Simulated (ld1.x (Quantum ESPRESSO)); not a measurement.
**Co: generating and testing a TM potential**

Aim: build the potential from the settings below, then test how well it stands in for the atom: other configurations, scattering, ghost states and the plane-wave cutoff that it needs.

Method: ld1.x (Quantum ESPRESSO) 7.5, PBEsol, scalar-relativistic.

### Step 1. Starting point

Typed settings, in words:

| Property | Result |
| --- | --- |
| element | cobalt (Co, Z = 27) |
| type | norm-conserving Troullier–Martins (Kleinman–Bylander form) |
| frozen core | [Ne] |
| valence charge | 17 |
| reference configuration | 3s2 3p6 3d7 4s2 4p0 |
| partial waves | 3p (bound): rc 1.40 bohr; 3d (bound): rc 1.65 bohr; 3s (bound): rc 1.45 bohr |
| occupied shells without a wave | 4s |
| local potential | the s channel |
| core correction | a·sin(br)/r model core inside 0.75 bohr |

The nodes and maxima of the atom's own shells, from an earlier all-electron run, set the scale for the radii.

All-electron outer shells of the reference configuration (PBEsol, scalar-relativistic, ld1.x):

```tsv
shell	level (eV)	outermost node (bohr)	outermost maximum (bohr)
2s	-898.08	0.08	0.21
2p	-769.45	–	0.17
3s	-102.14	0.31	0.66
3p	-65.51	0.28	0.68
3d	-8.23	–	0.66
4s	-5.49	0.96	2.32
4p	-1.25	1.05	3.21
```

### Step 2. Generation

Input file Co.in:

```
 &input
   title='Co', zed=27., rel=1, dft='PBESOL', iswitch=3,
   config='[Ar] 3d7 4s2 4p0',
   nld=3, rlderiv=1.80, eminld=-10.0, emaxld=5.0, deld=0.04
 /
 &inputp
   pseudotype=2, tm=.true., lloc=0,
   nlcc=.true., rcore=0.75,
   file_pseudopw='Co.UPF', file_wfcaegen='ae.wfc', file_wfcncgen='nc.wfc', file_beta='beta', file_chi='chi'
 /
3
3P  2  1   6.00   0.00  1.40  1.40  0.0
3D  3  2   7.00   0.00  1.65  1.65  0.0
3S  1  0   2.00   0.00  1.45  1.45  0.0
 &test
   configts(1)='3s2 3p6 3d7 4s2 4p0'
 /
```

On the command line:

```
$ ld1.x < Co.in > Co.out
```

The output, Co.out (without the banner and most projector matrices):

```text
     Program LD1 v.7.5
     --------------------------- All-electron run ----------------------------

     Co
     scalar relativistic calculation

     atomic number is 27.00
     dft =PBESOL   lsd =0 sic =0 latt =0  beta=0.20 tr2=1.0E-14
     Exchange-correlation= PBESOL
                           (   1   4  10   8   0   0   0)
     mesh =1193 r(mesh) =  99.89935 a.u. xmin = -7.00 dx = 0.01250
     1 Ry =  13.60569312 eV, c = 137.03599908

     n l     nl                  e(Ry)          e(Ha)          e(eV)
     1 0     1S 1( 2.00)      -557.5279      -278.7639     -7585.5535
     2 0     2S 1( 2.00)       -66.0073       -33.0036      -898.0745
     2 1     2P 1( 6.00)       -56.5538       -28.2769      -769.4538
     3 0     3S 1( 2.00)        -7.5070        -3.7535      -102.1374
     3 1     3P 1( 6.00)        -4.8149        -2.4075       -65.5103
     3 2     3D 1( 7.00)        -0.6049        -0.3024        -8.2295
     4 0     4S 1( 2.00)        -0.4034        -0.2017        -5.4889
     4 1     4P 1( 0.00)        -0.0917        -0.0458        -1.2473

     final scf error:  1.3E-15 reached in  29 iterations

     Etot =   -2783.805460 Ry,   -1391.902730 Ha,  -37875.602796 eV

     Ekin =    2819.428734 Ry,    1409.714367 Ha,   38360.282133 eV
     Encl =   -6671.587230 Ry,   -3335.793615 Ha,  -90771.568499 eV
     Eh   =    1184.439232 Ry,     592.219616 Ha,   16115.116720 eV
     Exc  =    -116.086195 Ry,     -58.043098 Ha,   -1579.433151 eV

     normalization and overlap integrals

     s(1S/1S) =  1.000000  <r> =   0.0562  <r2> =    0.0043  r(max) =   0.0366
     s(2S/2S) =  1.000000  <r> =   0.2557  <r2> =    0.0772  r(max) =   0.2131
     s(2P/2P) =  1.000000  <r> =   0.2251  <r2> =    0.0622  r(max) =   0.1723
     s(3S/3S) =  1.000000  <r> =   0.7743  <r2> =    0.6927  r(max) =   0.6648
     s(3P/3P) =  1.000000  <r> =   0.8165  <r2> =    0.7877  r(max) =   0.6816
     s(3D/3D) =  1.000000  <r> =   1.0715  <r2> =    1.5579  r(max) =   0.6648
     s(4S/4S) =  1.000000  <r> =   2.8807  <r2> =    9.6862  r(max) =   2.3202
     s(4P/4P) =  1.000000  <r> =   4.3669  <r2> =   23.2167  r(max) =   3.2113

     ------------------------ End of All-electron run ------------------------

     --------------------- Generating NC pseudopotential ---------------------

      Generating local pot.: lloc=0, matching radius rcloc =   1.4500

      Computing core charge for nlcc:

       r > 0.75 : true rho core
       r < 0.75 : rho core = a sin(br)/r    a=   0.65  b=   3.76

      Integrated core pseudo-charge :   2.09

      Wfc   3P  rcut= 1.390  Using Troullier-Martins method

      Wfc   3D  rcut= 1.656  Using Troullier-Martins method

     ------------------- End of pseudopotential generation -------------------

     [... the all-electron block is printed once more ...]


     Computing logarithmic derivative in   1.79577

       Warning: n=2, l=1 expected 0 nodes, found 1
       Setting wfc to zero for this iteration
       (This warning will only be printed once per wavefunction)

       Warning: n=2, l=0 expected 1 nodes, found 2
       Setting wfc to zero for this iteration
       (This warning will only be printed once per wavefunction)

     Computing logarithmic derivative in   1.79577
     Computing the partial wave expansion
       no projector for channel:   0
     R is outside the sphere for l=    1 j= 0.00
     R is outside the sphere for l=    2 j= 0.00

     ---------------------- Testing the pseudopotential ----------------------

     Co
     scalar relativistic calculation

     atomic number is 27.00   valence charge is 17.00
     dft =PBESOL   lsd =0 sic =0 latt =0  beta=0.20 tr2=1.0E-14
     mesh =1193 r(mesh) =  99.89935 xmin = -7.00 dx = 0.01250

     n l     nl             e AE (Ry)        e PS (Ry)    De AE-PS (Ry)
     1 0     3S   1( 2.00)       -7.50696       -7.50734        0.00038
     2 1     3P   1( 6.00)       -4.81492       -4.81529        0.00037
     3 2     3D   1( 7.00)       -0.60486       -0.60519        0.00033
     2 0     4S   1( 2.00)       -0.40343       -0.52558        0.12215  !
     3 1     4P   1( 0.00)       -0.09167       -0.10602        0.01434  !

     eps = 9.0E-15  iter = 53

     Etot =   -2783.805460 Ry,   -1391.902730 Ha,  -37875.602796 eV
     Etotps =  -290.766702 Ry,    -145.383351 Ha,   -3956.082518 eV

     Ekin =     140.690097 Ry,      70.345049 Ha,    1914.186292 eV
     Encl =    -605.454679 Ry,    -302.727339 Ha,   -8237.630556 eV
     Ehrt =     249.268544 Ry,     124.634272 Ha,    3391.471315 eV
     Ecxc =     -30.202605 Ry,     -15.101302 Ha,    -410.927374 eV
     (Ecc =      -0.788737 Ry,      -0.394369 Ha,     -10.731319 eV)
     Epseu=     -45.068060 Ry,     -22.534030 Ha,    -613.182194 eV

     ---------------------- End of pseudopotential test ----------------------
```

Wall time 4.4 s (1 thread of Intel Xeon Platinum 8488C, shared host). This counts the later configuration tests of the new file too.

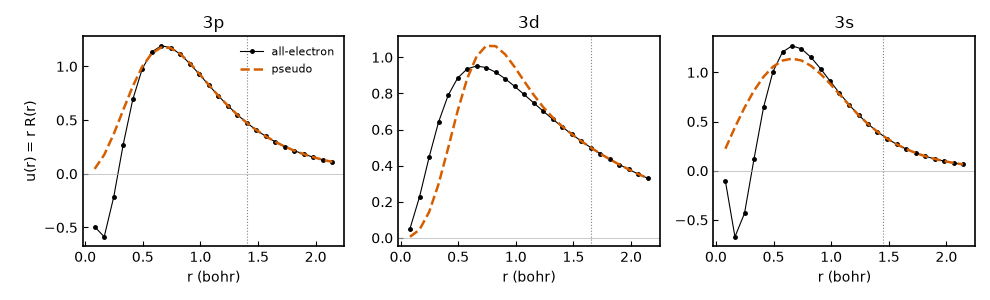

All-electron and pseudo partial waves (3p, 3d, 3s), with the matching radii dotted. The curves join 26 sampled radii, too few to resolve the innermost nodes.

### Step 3. Configuration tests

Input file Co.test.in:

```
 &input
   title='Co', zed=27., rel=1, dft='PBESOL', iswitch=2,
   config='[Ar] 3d7 4s2 4p0'
 /
 &test
   file_pseudo='Co.UPF', nconf=8,
   configts(1)='3s2 3p6 3d7 4s2 4p0',
   configts(2)='3s2 3p6 3d7 4s1 4p0',
   configts(3)='3s2 3p6 3d7 4s0 4p0',
   configts(4)='3s2 3p6 3d6 4s0 4p0',
   configts(5)='3s2 3p6 3d8 4s0 4p0',
   configts(6)='3s2 3p6 3d6 4s2 4p1',
   configts(7)='3s2 3p6 3d7 4s1 4p1',
   configts(8)='3s2 3p6 3d5 4s0 4p0'
 /
```

On the command line:

```
$ ld1.x < Co.test.in > Co.test.out
```

Co.test.out, the pseudopotential blocks, each with the warnings that came before it:

```text
     Warning: n=2, l=0 expected 1 nodes, found 2
     Warning: n=2, l=1 expected 0 nodes, found 1
     ---------------------- Testing the pseudopotential ----------------------

     Co
     scalar relativistic calculation

     atomic number is 27.00   valence charge is 17.00
     dft =PBESOL   lsd =0 sic =0 latt =0  beta=0.20 tr2=1.0E-14
     mesh =1193 r(mesh) =  99.89935 xmin = -7.00 dx = 0.01250

     n l     nl             e AE (Ry)        e PS (Ry)    De AE-PS (Ry)
     1 0     3S   1( 2.00)       -7.50696       -7.50734        0.00038
     2 1     3P   1( 6.00)       -4.81492       -4.81529        0.00037
     3 2     3D   1( 7.00)       -0.60486       -0.60519        0.00033
     2 0     4S   1( 2.00)       -0.40343       -0.52558        0.12215  !
     3 1     4P   1( 0.00)       -0.09167       -0.10602        0.01434  !

     eps = 9.9E-15  iter = 71

     Etot =   -2783.805460 Ry,   -1391.902730 Ha,  -37875.602796 eV
     Etotps =  -290.766702 Ry,    -145.383351 Ha,   -3956.082516 eV

     Ekin =     140.690098 Ry,      70.345049 Ha,    1914.186294 eV
     Encl =    -605.454679 Ry,    -302.727339 Ha,   -8237.630556 eV
     Ehrt =     249.268544 Ry,     124.634272 Ha,    3391.471314 eV
     Ecxc =     -30.202605 Ry,     -15.101302 Ha,    -410.927374 eV
     (Ecc =      -0.788737 Ry,      -0.394369 Ha,     -10.731319 eV)
     Epseu=     -45.068060 Ry,     -22.534030 Ha,    -613.182194 eV

     ---------------------- End of pseudopotential test ----------------------

     Warning: n=3, l=2 expected 0 nodes, found 1
     ---------------------- Testing the pseudopotential ----------------------

     Co
     [...]
     n l     nl             e AE (Ry)        e PS (Ry)    De AE-PS (Ry)
     1 0     3S   1( 2.00)       -8.15564       -8.25930        0.10366  !
     2 1     3P   1( 6.00)       -5.46461       -5.56479        0.10017  !
     3 2     3D   1( 7.00)       -1.24860       -1.34230        0.09370  !
     2 0     4S   1( 1.00)       -0.93769       -1.16280        0.22511  !
     3 1     4P   1( 0.00)       -0.54515       -0.63535        0.09020  !

     eps = 8.1E-15  iter =174

     Etot =   -2783.140642 Ry,   -1391.570321 Ha,  -37866.557492 eV
     Etotps =  -289.929800 Ry,    -144.964900 Ha,   -3944.695885 eV
     dEtot_ae =       0.664818 Ry
     dEtot_ps =       0.836902 Ry,   Delta E=      -0.172084 Ry

     [...]
     ---------------------- End of pseudopotential test ----------------------

     ---------------------- Testing the pseudopotential ----------------------

     Co
     [...]
     n l     nl             e AE (Ry)        e PS (Ry)    De AE-PS (Ry)
     1 0     3S   1( 2.00)       -8.90546       -9.12930        0.22384  !
     2 1     3P   1( 6.00)       -6.21507       -6.42985        0.21478  !
     3 2     3D   1( 7.00)       -1.98701       -2.18698        0.19997  !
     2 0     4S   1( 0.00)       -1.52376       -1.87558        0.35182  !
     3 1     4P   1( 0.00)       -1.06215       -1.25632        0.19417  !

     eps = 8.7E-15  iter = 38

     Etot =   -2781.913433 Ry,   -1390.956717 Ha,  -37849.860468 eV
     Etotps =  -288.416026 Ry,    -144.208013 Ha,   -3924.099946 eV
     dEtot_ae =       1.892026 Ry
     dEtot_ps =       2.350676 Ry,   Delta E=      -0.458649 Ry

     [...]
     ---------------------- End of pseudopotential test ----------------------

     ---------------------- Testing the pseudopotential ----------------------

     Co
     [...]
     n l     nl             e AE (Ry)        e PS (Ry)    De AE-PS (Ry)
     1 0     3S   1( 2.00)      -10.32140      -10.56589        0.24450  !
     2 1     3P   1( 6.00)       -7.61363       -7.84762        0.23399  !
     3 2     3D   1( 6.00)       -3.31702       -3.52914        0.21212  !
     2 0     4S   1( 0.00)       -2.36080       -2.83186        0.47105  !
     3 1     4P   1( 0.00)       -1.80280       -2.06648        0.26368  !

     eps = 8.1E-15  iter = 34

     Etot =   -2779.279464 Ry,   -1389.639732 Ha,  -37814.023495 eV
     Etotps =  -285.573342 Ry,    -142.786671 Ha,   -3885.423250 eV
     dEtot_ae =       4.525995 Ry
     dEtot_ps =       5.193360 Ry,   Delta E=      -0.667365 Ry

     [...]
     ---------------------- End of pseudopotential test ----------------------

     ---------------------- Testing the pseudopotential ----------------------

     Co
     [...]
     n l     nl             e AE (Ry)        e PS (Ry)    De AE-PS (Ry)
     1 0     3S   1( 2.00)       -7.73979       -7.91818        0.17839  !
     2 1     3P   1( 6.00)       -5.06032       -5.23019        0.16987  !
     3 2     3D   1( 8.00)       -0.89828       -1.05540        0.15712  !
     2 0     4S   1( 0.00)       -0.81196       -1.05363        0.24167  !
     3 1     4P   1( 0.00)       -0.45747       -0.57663        0.11916  !

     eps = 7.3E-15  iter = 31

     Etot =   -2783.333427 Ry,   -1391.666714 Ha,  -37869.180467 eV
     Etotps =  -290.017280 Ry,    -145.008640 Ha,   -3945.886114 eV
     dEtot_ae =       0.472033 Ry
     dEtot_ps =       0.749422 Ry,   Delta E=      -0.277389 Ry

     [...]
     ---------------------- End of pseudopotential test ----------------------

     ---------------------- Testing the pseudopotential ----------------------

     Co
     [...]
     n l     nl             e AE (Ry)        e PS (Ry)    De AE-PS (Ry)
     1 0     3S   1( 2.00)       -8.09033       -8.03765       -0.05268  !
     2 1     3P   1( 6.00)       -5.38428       -5.33509       -0.04919  !
     3 2     3D   1( 6.00)       -1.11590       -1.06648       -0.04942  !
     2 0     4S   1( 2.00)       -0.57290       -0.72414        0.15123  !
     3 1     4P   1( 1.00)       -0.19249       -0.20628        0.01378  !

     eps = 2.8E-15  iter = 53

     Etot =   -2783.093167 Ry,   -1391.546584 Ha,  -37865.911564 eV
     Etotps =  -290.090234 Ry,    -145.045117 Ha,   -3946.878707 eV
     dEtot_ae =       0.712292 Ry
     dEtot_ps =       0.676467 Ry,   Delta E=       0.035825 Ry

     [...]
     ---------------------- End of pseudopotential test ----------------------

     ---------------------- Testing the pseudopotential ----------------------

     Co
     [...]
     n l     nl             e AE (Ry)        e PS (Ry)    De AE-PS (Ry)
     1 0     3S   1( 2.00)       -7.64311       -7.68699        0.04388  !
     2 1     3P   1( 6.00)       -4.95143       -4.99229        0.04086  !
     3 2     3D   1( 7.00)       -0.73701       -0.77234        0.03533  !
     2 0     4S   1( 1.00)       -0.48757       -0.63742        0.14986  !
     3 1     4P   1( 1.00)       -0.15556       -0.17768        0.02212  !

     eps = 4.5E-15  iter = 33

     Etot =   -2783.483325 Ry,   -1391.741663 Ha,  -37871.219934 eV
     Etotps =  -290.326423 Ry,    -145.163212 Ha,   -3950.092221 eV
     dEtot_ae =       0.322134 Ry
     dEtot_ps =       0.440279 Ry,   Delta E=      -0.118144 Ry

     [...]
     ---------------------- End of pseudopotential test ----------------------

     ---------------------- Testing the pseudopotential ----------------------

     Co
     [...]
     n l     nl             e AE (Ry)        e PS (Ry)    De AE-PS (Ry)
     1 0     3S   1( 2.00)      -11.93040      -12.17445        0.24406  !
     2 1     3P   1( 6.00)       -9.20118       -9.43126        0.23008  !
     3 2     3D   1( 5.00)       -4.84475       -5.03621        0.19146  !
     2 0     4S   1( 0.00)       -3.30232       -3.90692        0.60460  !
     3 1     4P   1( 0.00)       -2.65753       -2.99011        0.33259  !

     eps = 6.4E-15  iter =196

     Etot =   -2775.213964 Ry,   -1387.606982 Ha,  -37758.709539 eV
     Etotps =  -281.302891 Ry,    -140.651445 Ha,   -3827.320808 eV
     dEtot_ae =       8.591496 Ry
     dEtot_ps =       9.463811 Ry,   Delta E=      -0.872315 Ry

     [...]
     ---------------------- End of pseudopotential test ----------------------
```

Excitation and ionisation energies from 3s2 3p6 3d7 4s2 4p0, with the error of the potential. A star marks tests that logged a warning.

```csv
valence configuration,charge,ΔE all-electron (eV),error AE − PS (meV)
3s2 3p6 3d7 4s1 4p0 *,+1,9.045,-2341
3s2 3p6 3d7 4s0 4p0,+2,25.742,-6240
3s2 3p6 3d6 4s0 4p0,+3,61.579,-9080
3s2 3p6 3d8 4s0 4p0,+1,6.422,-3774
3s2 3p6 3d6 4s2 4p1,0,9.691,+487
3s2 3p6 3d7 4s1 4p1,0,4.383,-1607
3s2 3p6 3d5 4s0 4p0,+4,116.893,-11868
```

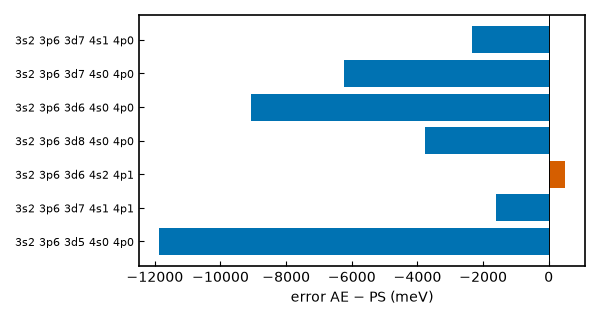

Error of the potential in each test configuration.

### Step 4. Does it scatter like the atom?

Taken from the files of the generation run. The phase is arctan(r·u′/u) with u = r·R, unwrapped, with energies in Ry. A pole is an energy at which the radial function vanishes at the test radius. The pseudo phase is shifted by a multiple of π to meet the all-electron one at the reference energy. Levels narrower than the energy grid can be missing from the poles. The last column is the largest difference on the grid between −1 and +1 Ry.

```tsv
channel	radius (bohr)	reference (Ry)	poles AE	poles PS	window around the reference with phases within 0.05 rad (Ry)	largest difference near zero (rad)
s	1.80	-7.51	-7.38	-7.38, 4.12	below -2.2	0.847
p	1.80	-4.81	-4.60	-4.60	below -0.4	0.183
d	1.80	-0.60	-0.04	-0.04	the whole range	0.005
```

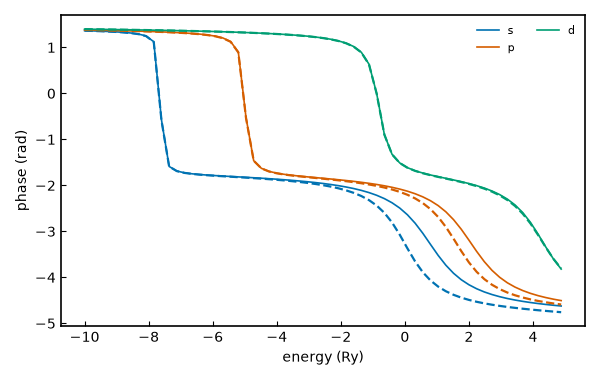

All-electron (solid) and pseudo (dashed) phases against energy.

### Step 5. Cutoff and ghost test in a Bessel basis

This step uses the generator's waves and projectors in a separate script. Basis: spherical Bessel functions vanishing at 20 bohr, q² up to the cutoff; potential fixed at the reference.

All-electron valence levels (Ry): 3p -4.8149, 4p -0.0917, 3d -0.6049, 3s -7.5070, 4s -0.4034. The lowest levels of each channel (Ry) by cutoff; the last column sums, over occupied levels, occupation times the distance from the level at 400 Ry. A positive value at high cutoff is not a bound level.

```tsv
cutoff (Ry)	p #1	p #2	d #1	s #1	s #2	f #1	Σ f·Δε (mRy)
8	-1.6764	-0.0078	0.0614	-6.6150	-0.3112	0.1126	25710.1
21	-3.7637	-0.0559	0.0594	-7.4923	-0.4954	0.1126	11049.1
45	-4.7469	-0.1008	-0.1946	-7.5048	-0.5249	0.1126	3287.9
70	-4.8135	-0.1059	-0.5698	-7.5071	-0.5254	0.1126	256.5
100	-4.8145	-0.1060	-0.6044	-7.5071	-0.5255	0.1126	8.1
120	-4.8149	-0.1060	-0.6047	-7.5071	-0.5255	0.1126	3.6
180	-4.8151	-0.1060	-0.6050	-7.5071	-0.5256	0.1126	0.4
230	-4.8151	-0.1060	-0.6050	-7.5071	-0.5256	0.1126	0.0
400	-4.8151	-0.1060	-0.6050	-7.5071	-0.5256	0.1126	0.0
```

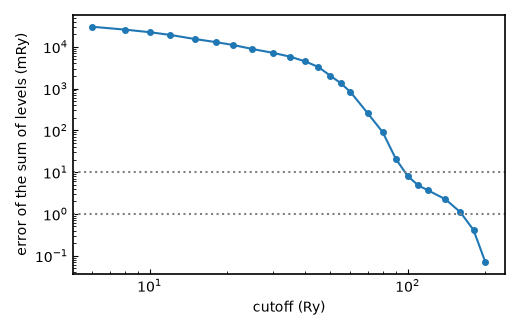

Occupation-weighted error of the valence levels against the cutoff; the dotted lines mark 10 and 1 mRy.

The sum stays within 10 mRy from 100 Ry and within 1 mRy from 180 Ry. The sum leaves out empty levels, which can need more. Ghost test: no level below the all-electron spectrum of its channel (p, d, s, f tested).

### Step 6. What came out

| quantity | value |
| --- | --- |
| cutoffs for 10 and 1 mRy, occupied levels | 100 Ry and 180 Ry |
| bound ghosts | none found |
| largest miss of a reference level | 1662 meV (4s) |
| largest test error (AE − PS) | -11868 meV, for 3s2 3p6 3d5 4s0 4p0 |
| largest phase difference near zero energy, channels read | 0.847 rad |

In words: Already in the reference configuration the 4s level is off by 1662 meV; it has no partial wave or projector of its own. The worst unpolarised test, 3s2 3p6 3d5 4s0 4p0, is off by 11868 meV on 116.9 eV; by total energies transferability rates as poor. That test lies far up in energy; among those under 40 eV, nearer to bonding, the largest error is 6240 meV. The potential is hard: the looser tolerance needs 100 Ry. The slowest occupied level is 3d: taken alone it needs 100 Ry to come within 1 mRy, against 80 Ry for 3p. No bound ghost shows below the valence levels. Of the channels read, s scatters worst near zero energy, by up to 0.85 rad. These are tests on the free atom; a crystal test is still owed.
